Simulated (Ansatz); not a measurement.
```xyz
13

C    -1.8086    0.9876    0.5793
C    -0.3867    0.7549    0.1369
O     0.5962    0.5827    1.1863
C     0.2900   -0.5497    0.3171
Ge    1.7579   -1.1422   -0.8689
H    -2.5060    0.8105   -0.2550
H    -2.0731    0.3143    1.4069
H    -1.9446    2.0257    0.9204
H    -0.0368    1.3959   -0.6846
H    -0.2937   -1.3357    0.8179
H     1.2175   -2.1513   -1.9198
H     2.3385    0.1032   -1.5860
H     2.8699   -1.8307   -0.0357
```

These are results of RKS revPBE-D4/def2-mTZVP (Ansatz 0.2.0), not measurements.

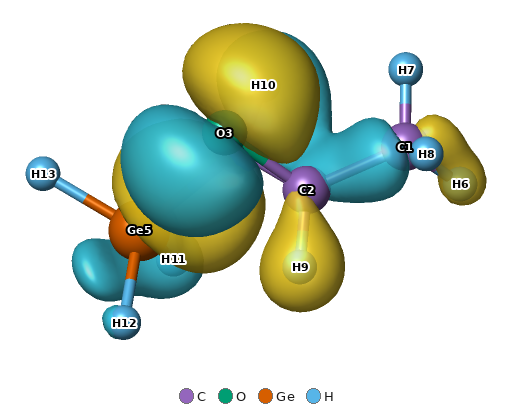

C$_{3}$H$_{8}$GeO (SMILES CC1O[CH]1[GeH3]). The HOMO at ±0.08 Å⁻³ᐟ² (yellow and cyan are the two phases), seen at a tilt.

Q: What is the character of this orbital?

A: It lies mainly on O3 (about 60 %), C4 (about 10 %) and Ge5 (about 10 %). Its energy is −5.92 eV.
